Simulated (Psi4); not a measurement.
# C3H5 (SMILES C=[C]C): a chain of runs

We compute a single-point energy (UHF/pcseg-1), then a saddle-point search (UHF/pcseg-1), then the harmonic vibrations (UHF/pcseg-1), then a reaction path (UHF/pcseg-1) of C3H5. 

The calculation is run with Psi4 1.11.

### 1 The structure to begin with

The species is C3H5 (8 atoms), meant as a doublet with charge 0. SMILES: `C=[C]C`. The shape is that of a PBE0-D4/def2-TZVP optimisation.

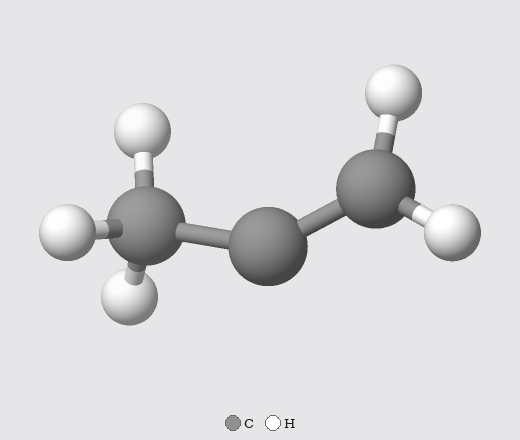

Viewed from a chosen angle; carbon grey, hydrogen white.

### 2 The energy at UHF/pcseg-1 (density fitting) (run 1)

Input file input.dat:

```
memory 1.6 GB

molecule system {
  0 2
  C     -0.944900     0.679700    -0.871400
  C     -0.231700    -0.311600    -0.412400
  C      0.746600    -0.607400     0.629200
  H     -1.620800     0.568300    -1.714200
  H     -0.890800     1.674900    -0.420600
  H      0.963600     0.287000     1.231000
  H      1.687700    -0.960800     0.199000
  H      0.382300    -1.387300     1.303800
  symmetry c1
}

set {
  basis     pcseg-1
  reference uhf
}

energy_value, wavefunction = energy('scf', return_wfn=True)
print_variables()
```

Launch:

```
$ psi4 -i input.dat -o output.dat -n 1
```

output.dat:

```text
[...]
  Running in c1 symmetry.
[...]
  Nuclear repulsion =   64.073257866868332
[...]
  Multiplicity = 2
[...]
  Nalpha       = 12
  Nbeta        = 11
[...]
    Number of basis functions: 67
[...]
   @DF-UHF iter   1:  -116.28650526691143   -7.26466e-01   5.66583e-03 ADIIS/DIIS
[...]
   @DF-UHF iter  13:  -116.40340311057037   -1.89286e-08   3.92867e-07 DIIS
[...]
   @S^2 Observed:                9.023010115E-01
[...]
    Orbital Energies [Eh]
    ---------------------
    Alpha Occupied:
       1A    -11.241815     2A    -11.228694     3A    -11.208867
       4A     -1.087978     5A     -0.951725     6A     -0.737262
       7A     -0.634573     8A     -0.603532     9A     -0.590655
      10A     -0.552186    11A     -0.379441    12A     -0.372844
    Alpha Virtual:
      13A      0.165637    14A      0.170821    15A      0.203941
      16A      0.218291    17A      0.234737    18A      0.246339
      19A      0.334527    20A      0.462931    21A      0.551867
      22A      0.590388    23A      0.593332    24A      0.661660
      25A      0.683620    26A      0.722824    27A      0.771706
[...]
  @DF-UHF Final Energy:  -116.40340311057037
   => Energetics <=
    Nuclear Repulsion Energy =             64.0732578668683317
    One-Electron Energy =                -282.3397145876224386
    Two-Electron Energy =                 101.8630536101837265
    Total Energy =                       -116.4034031105703662
  UHF NO Occupations:
  HONO-2 :   10  A 1.9969475
  HONO-1 :   11  A 1.9274412
[...]
 Multipole Moments:
 ------------------------------------------------------------------------------------
     Multipole            Electronic (a.u.)      Nuclear  (a.u.)        Total (a.u.)
 ------------------------------------------------------------------------------------
 L = 1.  Multiply by 2.5417464519 to convert [e a0] to [Debye]
 Dipole X            :         -0.8292791            1.0186289            0.1893498
 Dipole Y            :         -0.3931571            0.4777359            0.0845788
 Dipole Z            :         -1.1331264            1.3897870            0.2566606
 Magnitude           :                                                    0.3299722
[...]
```

It took 2.2 s on 1 thread of Intel Xeon 6975P-C (Granite Rapids), shared host; peak memory 0.2 GiB.

### 3 A saddle-point search at UHF/pcseg-1 (density fitting, full hess every 0) (run 2)

Input file input.dat:

```
memory 1.6 GB

molecule system {
  0 2
  C     -0.74369605     0.87013573    -2.74295448
  C     -0.43784954    -0.58883866    -0.77932305
  C      1.41086952    -1.14781965     1.18901568
  H     -2.44581961     0.82742225    -3.88892219
  H      0.71850222     2.21192065    -3.32141287
  H      1.82094009     0.54235140     2.32625286
  H      3.18929078    -1.81564886     0.37605550
  H      0.72244230    -2.62161705     2.46382492
  units bohr
  symmetry c1
}

set {
  basis           pcseg-1
  reference       uhf
  opt_type        ts
  full_hess_every 0
  geom_maxiter    40
}

e, wfn = optimize("scf", return_wfn=True)
```

Launch:

```
$ psi4 input.dat output.dat -n 1
```

output.dat:

```text
[...]
  Running in c1 symmetry.
[...]
  Nuclear repulsion =   64.067629038436721
[...]
  Multiplicity = 2
[...]
  Nalpha       = 12
  Nbeta        = 11
[...]
    Number of basis functions: 67
[...]
   @DF-UHF iter   1:  -116.28398712397683   -7.25480e-01   5.67215e-03 ADIIS/DIIS
[...]
  ==> Harmonic Vibrational Analysis <==
[...]
  Freq [cm^-1]                 84.7186             342.4370            570.6871
[...]
  Freq [cm^-1]                 981.4511            991.3114           1059.4598
[...]
  Freq [cm^-1]                1141.0136           1206.9562           1526.8936
[...]
  Freq [cm^-1]                1565.5312           1596.5011           1607.9558
[...]
  Freq [cm^-1]                1781.8740           3093.8159           3162.4788
[...]
  Freq [cm^-1]                3170.5758           3194.6107           3285.2204
[...]
  Total E_0, Enthalpy at 0 [K]                                                         -116.33236772 [Eh]
[...]
  Total H, Enthalpy at  298.15 [K]                                                     -116.32711966 [Eh]
[...]
  Total G, Gibbs energy at  298.15 [K]                                                 -116.35844700 [Eh]
[...]
   @DF-UHF iter  10:  -116.40249325317670   -5.24381e-12   3.79650e-09 DIIS
[...]
   @S^2 Observed:                9.504600167E-01
[...]
  @DF-UHF Final Energy:  -116.40249325317670
   => Energetics <=
    Nuclear Repulsion Energy =             63.7368627273492052
    One-Electron Energy =                -281.6860981321027566
    Two-Electron Energy =                 101.5467421515768507
    Total Energy =                       -116.4024932531767007
  UHF NO Occupations:
  HONO-2 :   10  A 1.9970169
  HONO-1 :   11  A 1.9011385
[...]
  -Total Gradient:
     Atom            X                  Y                   Z
    ------   -----------------  -----------------  -----------------
       1        0.000005058231     0.000002844982     0.000015083324
       2        0.000004150460    -0.000003659545    -0.000021600162
       3        0.000001103111     0.000009983090     0.000003071282
       4        0.000002691732    -0.000002982700     0.000006297301
       5       -0.000004610541    -0.000004994304     0.000001101846
       6       -0.000000918472    -0.000007967288    -0.000001728777
       7       -0.000007613920    -0.000001086435    -0.000000122715
       8        0.000000139399     0.000007862200    -0.000002102099
[...]
```

The script printed:

```text
Warning: used thermodynamics relations inappropriate for low-frequency modes: ['84.7186' '342.4370' '570.6871']
Optimizer: Optimization complete!
```

Run time: 25 s. Hardware: 1 thread of Intel Xeon 6975P-C (Granite Rapids), shared host; peak memory 0.29 GiB.

Steps, from the record of the run:

| step | energy from the first frame kept (eV) | largest force (eV/Å) |
| --- | --- | --- |
| 0 | 0.0000 | 1.1473 |
| 1 | -0.0257 | 0.0669 |
| 2 | -0.0259 | 0.0068 |
| 3 | -0.0259 | 0.0011 |

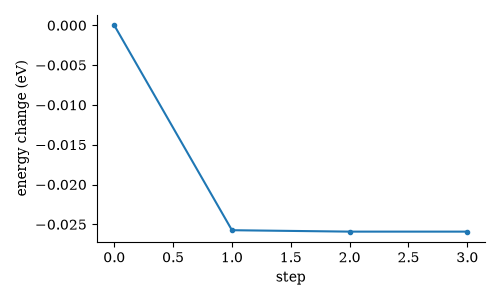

Energy along the run.

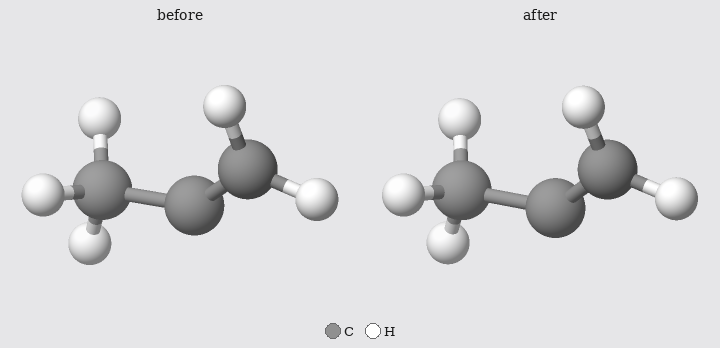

Before and after, at one scale.

After the run. Bond lengths: C1–C2 1.321 Å, C2–C3 1.482 Å, C1–H4 1.079 Å, C1–H5 1.085 Å, C3–H6 1.087 Å, C3–H7 1.087 Å, C3–H8 1.085 Å. Angles: C1–C2–C3 137.5°, C2–C1–H4 121.4°, C2–C1–H5 121.7°, C2–C3–H6 111.0°, C2–C3–H7 111.0°, C2–C3–H8 110.8°, H4–C1–H5 116.8°, H6–C3–H7 108.4°, H6–C3–H8 107.7°, H7–C3–H8 107.7°.

### 4 The harmonic vibrations at UHF/pcseg-1 (density fitting) (run 3)

Input file calc.in:

```
memory 1.6 GB

molecule {
  0 2
  C     -0.386055     0.469092    -1.457289
  C     -0.256616    -0.327173    -0.410709
  C      0.758413    -0.603807     0.633697
  H     -1.276264     0.457016    -2.067224
  H      0.394973     1.165185    -1.745104
  H      0.965669     0.287346     1.221405
  H      1.690023    -0.947420     0.190342
  H      0.411958    -1.375055     1.313973
  units angstrom
  symmetry c1
}

set globals {
  basis                      pcseg-1
  reference                  uhf
  rotational_symmetry_number 1
}

energy_value = freq('scf')
```

Launch:

```
$ psi4 -n 1 calc.in calc.out
```

calc.out:

```text
[...]
  Running in c1 symmetry.
[...]
  Nuclear repulsion =   63.736858386546785
[...]
  Multiplicity = 2
[...]
  Nalpha       = 12
  Nbeta        = 11
[...]
    Number of basis functions: 67
[...]
   @DF-UHF iter   1:  -116.28723140623732   -7.63423e-01   5.61495e-03 ADIIS/DIIS
[...]
  -Total Gradient:
     Atom            X                  Y                   Z
    ------   -----------------  -----------------  -----------------
       1        0.000005425776     0.000002804212     0.000015394416
       2        0.000003882279    -0.000003226654    -0.000022249027
       3        0.000001311672     0.000009615393     0.000003058536
       4        0.000002548031    -0.000003073205     0.000006276816
       5       -0.000004768301    -0.000005167594     0.000001218464
       6       -0.000000895083    -0.000007633993    -0.000001556825
       7       -0.000007525385    -0.000001059254    -0.000000232785
       8        0.000000021011     0.000007741094    -0.000001909595
[...]
   @DF-UHF iter  17:  -116.40249325312952   -5.68434e-12   8.57178e-09 DIIS
[...]
   @S^2 Observed:                9.504601324E-01
[...]
  @DF-UHF Final Energy:  -116.40249325312952
   => Energetics <=
    Nuclear Repulsion Energy =             63.7368583865467855
    One-Electron Energy =                -281.6860900074383949
    Two-Electron Energy =                 101.5467383677621029
    Total Energy =                       -116.4024932531295207
  UHF NO Occupations:
  HONO-2 :   10  A 1.9970169
  HONO-1 :   11  A 1.9011384
[...]
  ==> Harmonic Vibrational Analysis <==
[...]
  Freq [cm^-1]                177.5309i            354.3730            533.4961
[...]
  Freq [cm^-1]                 939.2618            945.3274           1026.4440
[...]
  Freq [cm^-1]                1116.8376           1200.1572           1502.6917
[...]
  Freq [cm^-1]                1535.0770           1589.0517           1601.5486
[...]
  Freq [cm^-1]                1690.9773           3183.7828           3246.6365
[...]
  Freq [cm^-1]                3257.7834           3273.2570           3359.4179
[...]
  Total E_0, Enthalpy at 0 [K]                                                         -116.33333692 [Eh]
[...]
  Total H, Enthalpy at  298.15 [K]                                                     -116.32882000 [Eh]
[...]
  Total G, Gibbs energy at  298.15 [K]                                                 -116.35841797 [Eh]
[...]
```

The script printed:

```text
Warning: thermodynamics relations excluded imaginary frequencies: ['177.5309i']
Warning: used thermodynamics relations inappropriate for low-frequency modes: ['354.3730' '533.4961']
```

Run time: 20 s. Hardware: 1 thread of Intel Xeon 6975P-C (Granite Rapids), shared host; peak memory 0.28 GiB.

### 5 The intrinsic reaction coordinate at UHF/pcseg-1 (density fitting, full hess every 0, irc direction backward, irc points 6, irc step size 0.2) (run 4)

Input file c3h5.in:

```
memory 1600 mb

molecule system {
  0 2
  C     -0.386055     0.469092    -1.457289
  C     -0.256616    -0.327173    -0.410709
  C      0.758413    -0.603807     0.633697
  H     -1.276264     0.457016    -2.067224
  H      0.394973     1.165185    -1.745104
  H      0.965669     0.287346     1.221405
  H      1.690023    -0.947420     0.190342
  H      0.411958    -1.375055     1.313973
  symmetry c1
}

set basis pcseg-1
set reference uhf
set opt_type irc
set irc_points 6
set irc_step_size 0.2
set full_hess_every 0
set geom_maxiter 90
set irc_direction backward
set g_convergence gau_loose

e_tot, wfn = opt("scf", return_wfn=True)
```

Launch:

```
$ psi4 c3h5.in c3h5.out -n 1
```

c3h5.out:

```text
[...]
  Running in c1 symmetry.
[...]
  Nuclear repulsion =   63.736858386546785
[...]
  Multiplicity = 2
[...]
  Nalpha       = 12
  Nbeta        = 11
[...]
    Number of basis functions: 67
[...]
   @DF-UHF iter   1:  -116.28723140623732   -7.63423e-01   5.61495e-03 ADIIS/DIIS
[...]
  ==> Harmonic Vibrational Analysis <==
[...]
  Freq [cm^-1]                177.5309i            354.3730            533.4961
[...]
  Freq [cm^-1]                 939.2618            945.3274           1026.4440
[...]
  Freq [cm^-1]                1116.8376           1200.1572           1502.6917
[...]
  Freq [cm^-1]                1535.0770           1589.0517           1601.5486
[...]
  Freq [cm^-1]                1690.9773           3183.7828           3246.6365
[...]
  Freq [cm^-1]                3257.7834           3273.2570           3359.4179
[...]
  Total E_0, Enthalpy at 0 [K]                                                         -116.33333692 [Eh]
[...]
  Total H, Enthalpy at  298.15 [K]                                                     -116.32882000 [Eh]
[...]
  Total G, Gibbs energy at  298.15 [K]                                                 -116.35841797 [Eh]
[...]
   @DF-UHF iter  14:  -116.40321621715205   -1.20792e-12   3.01011e-09 DIIS
[...]
   @S^2 Observed:                9.412125226E-01
[...]
  @DF-UHF Final Energy:  -116.40321621715205
   => Energetics <=
    Nuclear Repulsion Energy =             63.7865337613928389
    One-Electron Energy =                -281.7788708242682105
    Two-Electron Energy =                 101.5891208457233290
    Total Energy =                       -116.4032162171520497
  UHF NO Occupations:
  HONO-2 :   10  A 1.9970447
  HONO-1 :   11  A 1.9061470
[...]
  -Total Gradient:
     Atom            X                  Y                   Z
    ------   -----------------  -----------------  -----------------
       1       -0.000178269259     0.000630001448     0.000308961607
       2        0.000264644017    -0.001148489028    -0.000699238349
       3       -0.000030704826     0.000218534691     0.000203603597
       4        0.000006297807    -0.000106401803    -0.000061883965
       5       -0.000068346761     0.000346020970     0.000179004404
       6        0.000227993917     0.000218150687    -0.000305675577
       7       -0.000023031814    -0.000419227297     0.000014814229
       8       -0.000198583080     0.000261410332     0.000360414053
[...]
```

Standard output:

```text
Warning: thermodynamics relations excluded imaginary frequencies: ['177.5309i']
Warning: used thermodynamics relations inappropriate for low-frequency modes: ['354.3730' '533.4961']
Optimizer: Optimization complete!
```

Run time: 31 s. Hardware: 1 thread of Intel Xeon 6975P-C (Granite Rapids), shared host; peak memory 0.29 GiB.

Steps, from the record of the run:

| step | energy from the first frame kept (eV) | largest force (eV/Å) |
| --- | --- | --- |
| 0 | 0.0000 | 0.0012 |
| 1 | -0.0007 | 0.0169 |
| 2 | -0.0007 | 0.0162 |
| 3 | -0.0026 | 0.0312 |
| 4 | -0.0026 | 0.0311 |
| 5 | -0.0056 | 0.0460 |
| 6 | -0.0056 | 0.0447 |
| 7 | -0.0097 | 0.0565 |
| 8 | -0.0097 | 0.0559 |
| 9 | -0.0144 | 0.0656 |
| 10 | -0.0144 | 0.0643 |
| 11 | -0.0197 | 0.0705 |

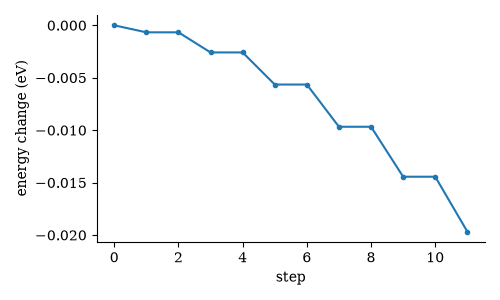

Energy along the run.

### 6 Outcome

| quantity | value |
| --- | --- |
| run 1, UHF/pcseg-1: total energy | -116.40340 Eh |
| run 1, UHF/pcseg-1: dipole moment | 0.84 D |
| run 1, UHF/pcseg-1: HOMO energy (highest over α and β) | -10.15 eV |
| run 1, UHF/pcseg-1: LUMO energy (lowest over α and β) | 3.26 eV |
| run 1, UHF/pcseg-1: ⟨S²⟩ | 0.902 |
| run 2, UHF/pcseg-1: total energy at the end | -116.40249 Eh |
| run 2, UHF/pcseg-1: dipole moment | 0.89 D |
| run 2, UHF/pcseg-1: HOMO energy (highest over α and β) | -10.29 eV |
| run 2, UHF/pcseg-1: LUMO energy (lowest over α and β) | 3.29 eV |
| run 2, UHF/pcseg-1: ⟨S²⟩ | 0.950 |
| run 3, UHF/pcseg-1: lowest harmonic wavenumber | 178i cm⁻¹ (imaginary) |
| run 3, UHF/pcseg-1: highest harmonic wavenumber | 3359 cm⁻¹ |
| run 4, UHF/pcseg-1: total energy at the end | -116.40322 Eh |
| run 4, UHF/pcseg-1: dipole moment | 0.87 D |
| run 4, UHF/pcseg-1: LUMO energy (lowest over α and β) | 3.25 eV |
| run 4, UHF/pcseg-1: ⟨S²⟩ | 0.941 |

What this shows: ⟨S²⟩ (run 1, UHF/pcseg-1) is 0.90 where a pure doublet has 0.75: the reference is spin-contaminated. ⟨S²⟩ (run 2, UHF/pcseg-1) is 0.95 where a pure doublet has 0.75: the reference is spin-contaminated. ⟨S²⟩ (run 3, UHF/pcseg-1) is 0.95 where a pure doublet has 0.75: the reference is spin-contaminated. 1 mode is imaginary (lowest 178i cm⁻¹): a first-order saddle point. ⟨S²⟩ (run 4, UHF/pcseg-1) is 0.94 where a pure doublet has 0.75: the reference is spin-contaminated.
